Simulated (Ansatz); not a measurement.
**Run report: Al$_{3}$Cl$_{3}$, geometry relaxation (part 2 of 2)**

The same run, continued: Al$_{3}$Cl$_{3}$; RKS r2SCAN-D4/def2-SVP (Ansatz 0.2.0). The geometry: GFN2-xTB start.

Geometry of the input (Å):
```
Al 1.0438  0.7228  0.9672
Al 0.1368  -1.4269  -0.3466
Al -1.2102  0.8775  -0.4986
Cl -2.8556  1.7769  -1.3752
Cl 2.5597  1.4556  2.1714
Cl 0.3255  -3.4059  -0.9183
```

**Trajectory as extended XYZ (Å, eV, eV/Å), 17 of the 26 frames kept, from step=1 to step=26**
```
6
Properties=species:S:1:pos:R:3:forces:R:3 step=1 energy=-57340.88439
Al    1.0438    0.7228    0.9672   -0.5773  -0.4553  -0.5141
Al    0.1368   -1.4269   -0.3466   -0.1225   0.9832   0.2642
Al   -1.2102    0.8775   -0.4986    0.6663  -0.5688   0.2937
Cl   -2.8556    1.7769   -1.3752   -0.8033   0.5641  -0.3875
Cl    2.5597    1.4556    2.1714    0.7261   0.4602   0.6127
Cl    0.3255   -3.4059   -0.9183    0.1107  -0.9833  -0.2690
6
Properties=species:S:1:pos:R:3:forces:R:3 step=3 energy=-57340.99555
Al    1.0483    0.6980    0.9589    0.0781  -0.0386   0.0338
Al    0.1378   -1.4726   -0.3601    0.0006  -0.0208  -0.0086
Al   -1.2189    0.8481   -0.5137   -0.0826  -0.0273  -0.0638
Cl   -2.8783    1.8945   -1.3523    0.0514   0.0195   0.0420
Cl    2.5596    1.5468    2.2020   -0.0478   0.0220  -0.0216
Cl    0.3515   -3.5147   -0.9349    0.0003   0.0452   0.0182
6
Properties=species:S:1:pos:R:3:forces:R:3 step=4 energy=-57341.00851
Al    1.1320    0.6949    0.8042   -0.2153   0.1212  -0.1273
Al    0.1710   -1.5362   -0.4364   -0.0279   0.1246  -0.0249
Al   -1.3145    0.7607   -0.4107    0.2325  -0.0001   0.2223
Cl   -2.7660    2.0481   -1.2908    0.0008  -0.0554  -0.0668
Cl    2.4078    1.6326    2.2320    0.0058  -0.0858   0.0044
Cl    0.3698   -3.6002   -0.8983    0.0041  -0.1046  -0.0077
6
Properties=species:S:1:pos:R:3:forces:R:3 step=6 energy=-57341.10592
Al    1.1527    0.8792    0.5416    0.0315   0.4314   0.5683
Al    0.1797   -1.3930   -0.6334   -0.2078  -0.3322  -0.1517
Al   -1.4638    0.6870   -0.0529    0.0897   0.3481  -0.3469
Cl   -2.6061    1.9545   -1.4079    0.3007  -0.4131   0.3484
Cl    2.3481    1.3944    2.2824   -0.2461  -0.2453  -0.4745
Cl    0.3895   -3.5221   -0.7297    0.0319   0.2111   0.0564
6
Properties=species:S:1:pos:R:3:forces:R:3 step=7 energy=-57341.14921
Al    1.1050    0.9378    0.5907    0.2423   0.1807   0.4436
Al    0.1293   -1.3301   -0.6718   -0.0293  -0.2503  -0.0481
Al   -1.4929    0.7236   -0.0616   -0.0494   0.1794  -0.2204
Cl   -2.6531    1.8871   -1.4802    0.3080  -0.2641   0.3086
Cl    2.4574    1.2315    2.2749   -0.4341  -0.1315  -0.5131
Cl    0.4543   -3.4499   -0.6520   -0.0376   0.2857   0.0295
6
Properties=species:S:1:pos:R:3:forces:R:3 step=9 energy=-57341.20457
Al    1.0442    0.9918    0.5598   -0.0658   0.0618  -0.0585
Al    0.1046   -1.2619   -0.8096   -0.1062  -0.1350   0.1172
Al   -1.5288    0.6738    0.0281    0.1773  -0.1661  -0.0424
Cl   -2.5162    1.8417   -1.4555   -0.0424   0.0875  -0.0280
Cl    2.3974    1.0979    2.1933    0.0272  -0.0279   0.0412
Cl    0.4988   -3.3434   -0.5161    0.0099   0.1797  -0.0295
6
Properties=species:S:1:pos:R:3:forces:R:3 step=10 energy=-57341.21413
Al    1.0285    1.0134    0.5239   -0.0572  -0.0225  -0.0155
Al    0.0823   -1.2764   -0.7855    0.0349  -0.1092   0.0047
Al   -1.5238    0.6572    0.0096    0.0415   0.0129   0.0230
Cl   -2.5054    1.8886   -1.4313   -0.0244   0.0040  -0.0243
Cl    2.3667    1.0539    2.1733    0.0282  -0.0092   0.0184
Cl    0.5517   -3.3366   -0.4899   -0.0229   0.1240  -0.0062
6
Properties=species:S:1:pos:R:3:forces:R:3 step=12 energy=-57341.21610
Al    1.0196    1.0092    0.5230    0.0131   0.0050   0.0015
Al    0.0806   -1.2604   -0.7949    0.0050  -0.0023  -0.0049
Al   -1.5273    0.6658    0.0043   -0.0087   0.0052   0.0021
Cl   -2.5232    1.8837   -1.4408   -0.0033   0.0002   0.0007
Cl    2.3746    0.9999    2.1624   -0.0072  -0.0045  -0.0029
Cl    0.5757   -3.2981   -0.4539    0.0012  -0.0036   0.0035
6
Properties=species:S:1:pos:R:3:forces:R:3 step=13 energy=-57341.21631
Al    1.0211    1.0128    0.5155    0.0124   0.0043   0.0009
Al    0.0834   -1.2556   -0.8004    0.0022   0.0049  -0.0026
Al   -1.5276    0.6693    0.0019   -0.0098   0.0075  -0.0054
Cl   -2.5321    1.8848   -1.4398    0.0012  -0.0045   0.0072
Cl    2.3699    0.9759    2.1597   -0.0073  -0.0021  -0.0023
Cl    0.5852   -3.2873   -0.4369    0.0013  -0.0101   0.0022
6
Properties=species:S:1:pos:R:3:forces:R:3 step=15 energy=-57341.21659
Al    1.0341    1.0258    0.4960    0.0020  -0.0006  -0.0004
Al    0.0973   -1.2488   -0.8047    0.0037  -0.0034   0.0050
Al   -1.5179    0.6815   -0.0058   -0.0025   0.0051  -0.0010
Cl   -2.5581    1.8817   -1.4335    0.0023  -0.0037   0.0025
Cl    2.3537    0.9381    2.1624   -0.0039  -0.0003  -0.0026
Cl    0.5909   -3.2784   -0.4144   -0.0016   0.0029  -0.0033
6
Properties=species:S:1:pos:R:3:forces:R:3 step=17 energy=-57341.21028 accepted=F
Al    1.1210    1.1623    0.3874    0.1434  -0.1172   0.2777
Al    0.1909   -1.2154   -0.6961    0.0620  -0.1405   0.0562
Al   -1.4352    0.8099    0.0040   -0.1256   0.1219  -0.1229
Cl   -2.6901    1.7796   -1.4463    0.1532  -0.1137   0.1437
Cl    2.2552    0.7645    2.1855   -0.2001   0.0622  -0.3222
Cl    0.5583   -3.3009   -0.4346   -0.0329   0.1874  -0.0326
6
Properties=species:S:1:pos:R:3:forces:R:3 step=18 energy=-57341.21717
Al    1.0797    1.1038    0.4391    0.0458  -0.0362   0.0650
Al    0.1462   -1.2325   -0.7420    0.0280  -0.0387   0.0304
Al   -1.4708    0.7560    0.0003   -0.0364   0.0332  -0.0175
Cl   -2.6312    1.8235   -1.4433    0.0434  -0.0355   0.0306
Cl    2.3017    0.8416    2.1745   -0.0657   0.0107  -0.0909
Cl    0.5743   -3.2924   -0.4286   -0.0152   0.0666  -0.0177
6
Properties=species:S:1:pos:R:3:forces:R:3 step=20 energy=-57341.21971
Al    1.0835    1.1374    0.4135    0.0436  -0.0027   0.0927
Al    0.1583   -1.2127   -0.6871    0.0110  -0.0763   0.0094
Al   -1.4671    0.7878    0.0321   -0.0198   0.0581  -0.0420
Cl   -2.6263    1.7822   -1.4650    0.0336  -0.0416   0.0436
Cl    2.2785    0.7882    2.1553   -0.0593   0.0109  -0.0896
Cl    0.5731   -3.2829   -0.4489   -0.0090   0.0516  -0.0141
6
Properties=species:S:1:pos:R:3:forces:R:3 step=21 energy=-57341.21433 accepted=F
Al    1.1131    1.2574    0.3554    0.1733  -0.1541   0.2096
Al    0.1965   -1.1716   -0.5252    0.0728  -0.1609   0.0113
Al   -1.4259    0.9170    0.1003   -0.2329   0.1087  -0.2633
Cl   -2.6532    1.6404   -1.5251    0.2074  -0.1257   0.2779
Cl    2.2122    0.6305    2.1148   -0.1720   0.0904  -0.2401
Cl    0.5573   -3.2737   -0.5202   -0.0486   0.2415   0.0047
6
Properties=species:S:1:pos:R:3:forces:R:3 step=23 energy=-57341.22448
Al    1.1215    1.2467    0.3458    0.0478  -0.0805   0.0656
Al    0.2019   -1.1744   -0.5278    0.0470  -0.0390  -0.0037
Al   -1.4197    0.9122    0.0907   -0.0971   0.0617  -0.1003
Cl   -2.6500    1.6458   -1.5051    0.0768  -0.0578   0.1078
Cl    2.1883    0.6367    2.1120   -0.0530   0.0287  -0.0762
Cl    0.5581   -3.2671   -0.5155   -0.0216   0.0868   0.0068
6
Properties=species:S:1:pos:R:3:forces:R:3 step=24 energy=-57341.22600
Al    1.1266    1.2346    0.3531    0.0273  -0.0020   0.0183
Al    0.2088   -1.1620   -0.5518    0.0027  -0.0433   0.0221
Al   -1.4184    0.9140    0.0850   -0.0338   0.0054  -0.0598
Cl   -2.6582    1.6341   -1.5021    0.0377  -0.0129   0.0567
Cl    2.1918    0.6339    2.1176   -0.0301   0.0061  -0.0318
Cl    0.5494   -3.2546   -0.5018   -0.0037   0.0468  -0.0054
6
Properties=species:S:1:pos:R:3:forces:R:3 step=26 energy=-57341.22766
Al    1.1426    1.2506    0.3203   -0.0100   0.0040  -0.0134
Al    0.2371   -1.1545   -0.5297    0.0042   0.0158  -0.0044
Al   -1.4018    0.9316    0.0727   -0.0010   0.0066  -0.0016
Cl   -2.6815    1.6360   -1.4817   -0.0021  -0.0020   0.0019
Cl    2.1383    0.5810    2.1015    0.0062  -0.0115   0.0119
Cl    0.5652   -3.2448   -0.4830    0.0027  -0.0129   0.0056
```

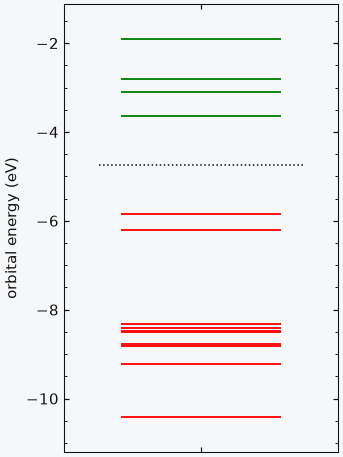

*Orbital energies near the frontier; the dotted line parts filled from empty levels, and levels within 0.02 eV of each other stand side by side.*

Highest filled −5.86 eV, lowest empty −3.63 eV, 2.23 eV apart.

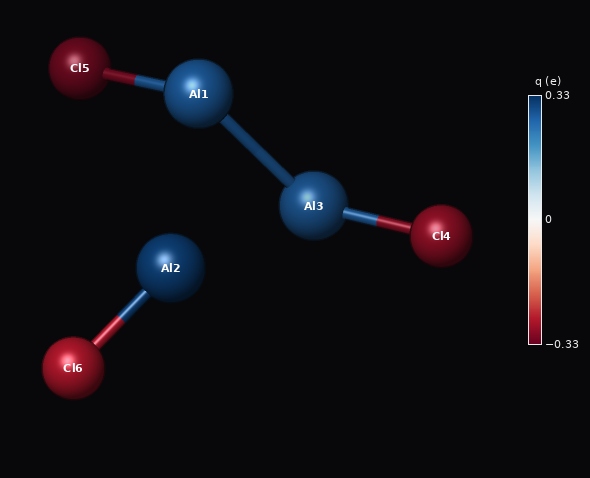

*Mulliken charges, as the colour of each atom (ball-and-stick view, seen at a tilt; atoms are numbered from 1 in the order of the input; Mulliken charges depend strongly on the basis).*

By element: Al +0.27 to +0.31 and Cl −0.30 to −0.27 e.

**Key numbers**

| quantity | value |
| --- | --- |
| outcome | converged |
| total energy | −57341.2277 eV |
| mean-field energy | −57341.1737 eV |
| dispersion energy | −0.0539 eV |
| HOMO | −5.86 eV |
| LUMO | −3.63 eV |
| largest force (length of the vector) at the end | 0.018 eV/Å |
| dipole moment | 0.67 D |
| wall time | 48 s (CPU time 2.9 min) |
| peak memory | 0.17 GiB |
